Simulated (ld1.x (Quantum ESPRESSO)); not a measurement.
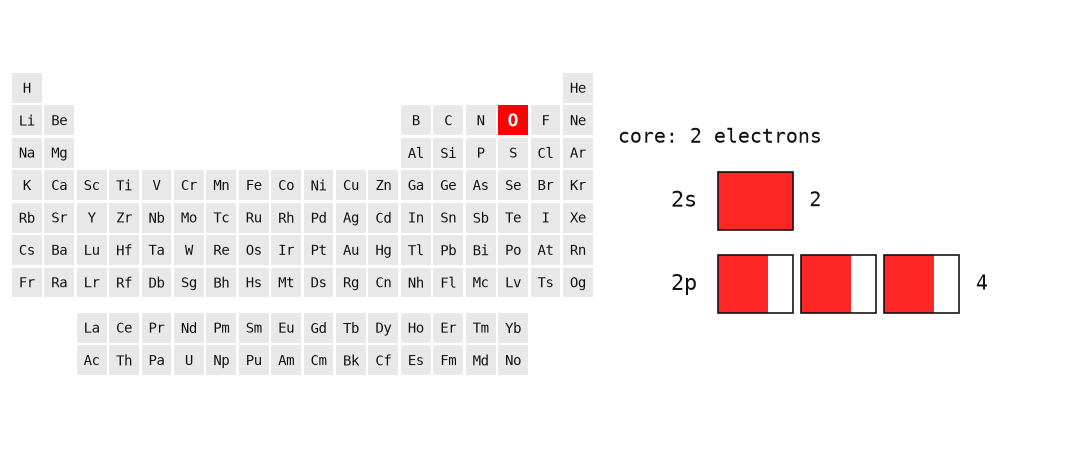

*Left, the place of oxygen in the periodic table; right, the valence shells of the reference configuration: a box for each of the 2l + 1 orbitals, shaded by the share of the shell that is filled, with the electron count at the right. The shells are those of the unaltered input.*

**Run report: O, pseudopotential generation**

Oxygen (O, Z = 8), core [He], reference valence 2s2 2p4, valence charge 6. (This line and the method describe the unaltered input from which the odd one was made.) Computed at this level: TM semilocal potential, BLYP, scalar-relativistic, made with ld1.x (Quantum ESPRESSO) 7.5.

### Input file
```
 &input
   title='O', zed=9., rel=1, dft='BLYP', iswitch=3,
   config='[He] 2s2 2p4 3d-2',
   nld=3, rlderiv=1.05, eminld=-4.0, emaxld=5.0, deld=0.02
 /
 &inputp
   pseudotype=1, tm=.true., lloc=2,
   nlcc=.false.,
   file_pseudopw='O.pp', file_wfcaegen='ae.wfc', file_wfcncgen='nc.wfc'
 /
3
2S  1  0   2.00   0.00  0.95  0.95  0.0
2P  2  1   4.00   0.00  0.95  0.95  0.0
3D  3  2  -2.00   0.20  0.95  0.95  0.0
 &test
   configts(1)='2s2 2p4'
 /
```

Launched with:
```bash
ld1.x < O.in > O.out
```

### Log
```
     Program LD1 v.7.5
     --------------------------- All-electron run ----------------------------

     O
     scalar relativistic calculation

     atomic number is  9.00
     dft =BLYP   lsd =0 sic =0 latt =0  beta=0.20 tr2=1.0E-14
     Exchange-correlation= BLYP
                           (   1   3   1   3   0   0   0)
     mesh =1105 r(mesh) =  99.76081 a.u. xmin = -7.00 dx = 0.01250
     1 Ry =  13.60569312 eV, c = 137.03599908

     n l     nl                  e(Ry)          e(Ha)          e(eV)
     1 0     1S 1( 2.00)       -50.3454       -25.1727      -684.9838
     2 0     2S 1( 2.00)        -3.4729        -1.7365       -47.2516
     2 1     2P 1( 4.00)        -2.0817        -1.0408       -28.3228

     final scf error:  4.8E-15 reached in  22 iterations

     Etot =    -198.248647 Ry,     -99.124324 Ha,   -2697.310256 eV

     Ekin =     198.162000 Ry,      99.081000 Ha,    2696.131357 eV
     Encl =    -464.586579 Ry,    -232.293289 Ha,   -6321.022420 eV
     Eh   =      87.780040 Ry,      43.890020 Ha,    1194.308291 eV
     Exc  =     -19.604109 Ry,      -9.802054 Ha,    -266.727484 eV

     normalization and overlap integrals

     s(1S/1S) =  1.000000  <r> =   0.1763  <r2> =    0.0420  r(max) =   0.1139
     s(2S/2S) =  1.000000  <r> =   0.9624  <r2> =    1.1175  r(max) =   0.7522
     s(2P/2P) =  1.000000  <r> =   0.9837  <r2> =    1.2486  r(max) =   0.6806

     ------------------------ End of All-electron run ------------------------

     --------------------- Generating NC pseudopotential ---------------------

      Generating local pot.: lloc=2, matching radius rcloc =   0.9500

      Wfc   2S  rcut= 0.954  Using Troullier-Martins method

      Wfc   2P  rcut= 0.954  Using Troullier-Martins method

     ------------------- End of pseudopotential generation -------------------

     --------------------------- All-electron run ----------------------------

     O
     scalar relativistic calculation

     atomic number is  9.00
     dft =BLYP   lsd =0 sic =0 latt =0  beta=0.20 tr2=1.0E-14
     Exchange-correlation= BLYP
                           (   1   3   1   3   0   0   0)
     mesh =1105 r(mesh) =  99.76081 a.u. xmin = -7.00 dx = 0.01250
     1 Ry =  13.60569312 eV, c = 137.03599908

     n l     nl                  e(Ry)          e(Ha)          e(eV)
     1 0     1S 1( 2.00)       -50.3454       -25.1727      -684.9838
     2 0     2S 1( 2.00)        -3.4729        -1.7365       -47.2516
     2 1     2P 1( 4.00)        -2.0817        -1.0408       -28.3228

     final scf error:  4.8E-15 reached in  22 iterations

     Etot =    -198.248647 Ry,     -99.124324 Ha,   -2697.310256 eV

     Ekin =     198.162000 Ry,      99.081000 Ha,    2696.131357 eV
     Encl =    -464.586579 Ry,    -232.293289 Ha,   -6321.022420 eV
     Eh   =      87.780040 Ry,      43.890020 Ha,    1194.308291 eV
     Exc  =     -19.604109 Ry,      -9.802054 Ha,    -266.727484 eV

     normalization and overlap integrals

     s(1S/1S) =  1.000000  <r> =   0.1763  <r2> =    0.0420  r(max) =   0.1139
     s(2S/2S) =  1.000000  <r> =   0.9624  <r2> =    1.1175  r(max) =   0.7522
     s(2P/2P) =  1.000000  <r> =   0.9837  <r2> =    1.2486  r(max) =   0.6806

     ------------------------ End of All-electron run ------------------------

     Computing logarithmic derivative in   1.04765
     Message from routine run_pseudo:
     Warning: convergence not achieved
     Computing logarithmic derivative in   1.04765
     Computing the partial wave expansion
     R is outside the sphere for l=    0 j= 0.00
     R is outside the sphere for l=    1 j= 0.00
       no projector for channel:   2

     ---------------------- Testing the pseudopotential ----------------------

     O
     scalar relativistic calculation

     atomic number is  9.00   valence charge is  7.00
     dft =BLYP   lsd =0 sic =0 latt =0  beta=0.20 tr2=1.0E-14
     mesh =1105 r(mesh) =  99.76081 xmin = -7.00 dx = 0.01250

     n l     nl             e AE (Ry)        e PS (Ry)    De AE-PS (Ry)
     1 0     2S   1( 2.00)       -3.47293       -3.47297        0.00004
     2 1     2P   1( 4.00)       -2.08169       -2.08172        0.00003

     eps = 1.3E-13  iter =201

     Etot =    -198.248647 Ry,     -99.124324 Ha,   -2697.310256 eV
     Etotps =   -46.765463 Ry,     -23.382731 Ha,    -636.276534 eV

     Ekin =      33.393386 Ry,      16.696693 Ha,     454.340157 eV
     Encl =    -106.832931 Ry,     -53.416465 Ha,   -1453.536071 eV
     Ehrt =      33.814105 Ry,      16.907052 Ha,     460.064334 eV
     Ecxc =      -7.966770 Ry,      -3.983385 Ha,    -108.393424 eV
     Epseu=       0.826747 Ry,       0.413374 Ha,      11.248472 eV

     ---------------------- End of pseudopotential test ----------------------
```

### Outcome

```
 quantity                      value
  outcome                  generated
 hardware  1 CPU thread, shared host
wall time                     0.54 s
```

### What is odd here

One thing in this input was made odd on purpose: nuclear charge changed by +1 with the same configuration. The program ran to the end. The all-electron total energy moves by −48 Ry against the unaltered input (−150.1615 Ry), so the atom computed isn't the one that the system line describes. The pseudo-atom meets the occupied all-electron levels that the test lists within 0.00004 Ry. No test for ghost states or cutoffs was run on this potential, so its soundness isn't shown. Warnings of the program, in the generation or the tests: convergence not achieved.
